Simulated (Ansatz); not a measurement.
**ClH4OSi2 (doublet): density, localisation and related maps**

Input file:

```
crystal:
  periodic: [false, false, false]
  atoms:
    - {symbol: Cl, position_ang: [-0.548243, 3.113344, -1.858386]}
    - {symbol: O, position_ang: [0.916246, 0.435925, -2.028832]}
    - {symbol: Si, position_ang: [0.210322, -0.528076, -0.854340]}
    - {symbol: Si, position_ang: [0.660569, 1.789665, -2.942500]}
    - {symbol: H, position_ang: [0.310110, 0.140065, 0.471809]}
    - {symbol: H, position_ang: [-1.221510, -0.771869, -1.185977]}
    - {symbol: H, position_ang: [0.949050, -1.817203, -0.830926]}
    - {symbol: H, position_ang: [1.988235, 2.448578, -3.167800]}
basis:
  gaussian:
    orbitals: def2-TZVPD
magnetization:
  spin_polarized: true
  initial_magnetization: 1
hamiltonian:
  xc: {name: PBE0}
output: {forces: true, orbitals: {seedname: orbitals}}
```

Launched as:

```sh
ansatz run input.yaml --threads 2 --pin off --max-ram 4350MiB --events-out events.jsonl --progress --plain --runs-dir runs
```

Geometry: B3LYP-D3(BJ)/def2-SVP.

Computed with Ansatz, isolated molecule in a Gaussian basis; Kohn-Sham density functional theory, functional PBE0.

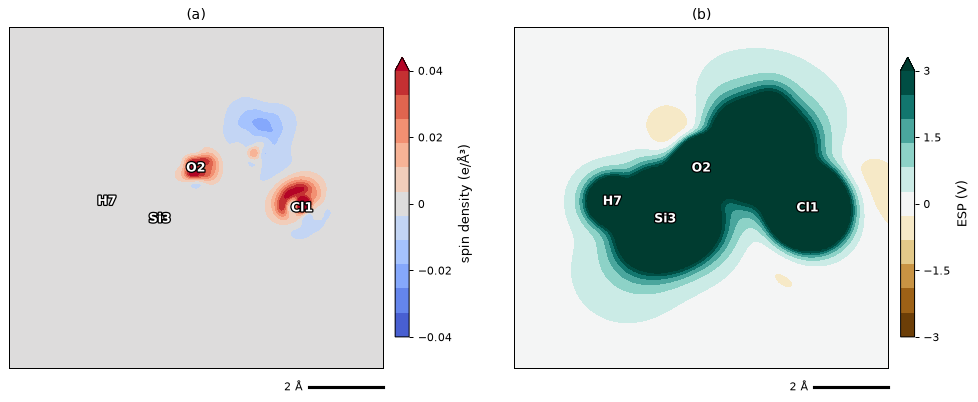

Figure 1. (a) spin density (α minus β); (b) molecular electrostatic potential on the plane of atoms O2, Si3 and H7.

Q: Describe what can be read from this map.

A: The plane passes through Cl, O, Si and H nuclei.
The unpaired spin (1 electron) lies mostly on Si4 (about 0.7), Cl1 (about 0.1), H8 (about 0.1) and O2 (about 0.1), in electrons by Hirshfeld's partition.
Outside the dense part of the molecule the potential is most negative (−0.6 V) near O2.

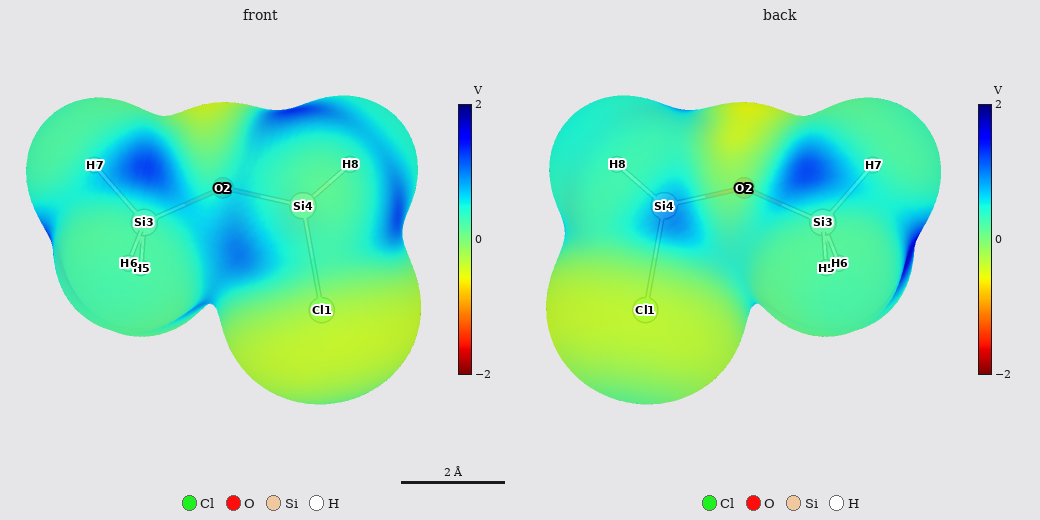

Figure 2. The electrostatic potential painted on the density surface at 0.002 e/bohr³, seen from the front and from behind; the colour scale runs from red (negative) to blue (positive).

Q: Which sites attract a positive test charge, and which a negative one?

A: A positive charge is drawn to the negative regions and a negative charge to the positive ones. The most negative region (about −0.5 V) lies over O2, the most positive (about +1.5 V) over Si3.

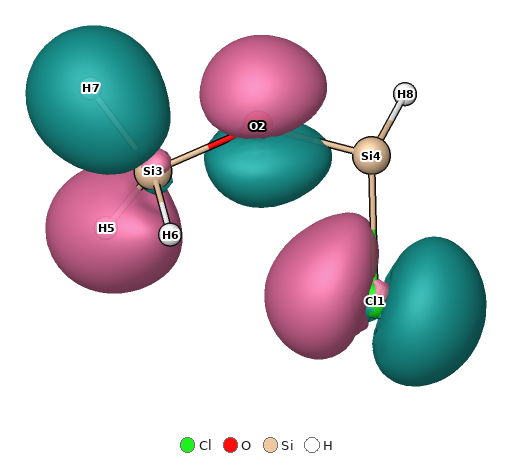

Figure 3. The HOMO−1 (α) at ±0.1 Å⁻³ᐟ² (teal and pink are the two phases), seen at a tilt.

Q: What is the character of this orbital?

A: By Hirshfeld shares it lies mainly on Cl1 (about 35 %), O2 (about 25 %), Si3 (about 15 %), H7 (about 10 %) and H5 (about 10 %). Its energy is −9.28 eV.
